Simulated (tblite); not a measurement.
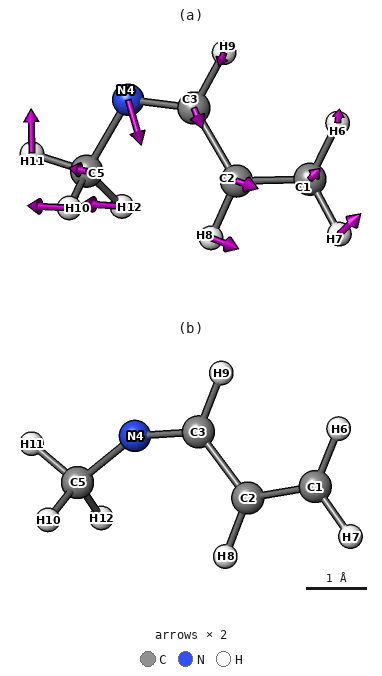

The structure of C$_{4}$H$_{7}$N (charge +1, multiplicity 2) before (top) and after (bottom) a relaxation, at one scale. The purple arrows give the displacements, 2 times their true length.

The picture is a ball-and-stick view, seen at a tilt.

These are results of GFN2-xTB geometry optimisation, gas phase (tblite 0.8.0), not measurements. 

Question: Summarise the run.

Answer: Over 37 geometry steps the energy falls by 74.3 kJ/mol. The largest moves after the best rigid fit, 0.41 Å, are those of N4, H10 and H12. By element the largest moves are N 0.41 Å, H 0.41 Å, C 0.22 Å. Near-neighbour distances that change, for instance: C1–C2 1.420 → 1.326 Å, N4–C5 1.461 → 1.368 Å, C3–N4 1.275 → 1.235 Å, C2–C3 1.482 → 1.463 Å. Among the angles between lasting bonds that change: C3–N4–C5 118.2° → 148.1°, C1–C2–H8 119.3° → 122.7°, C3–C2–H8 118.1° → 115.2°.
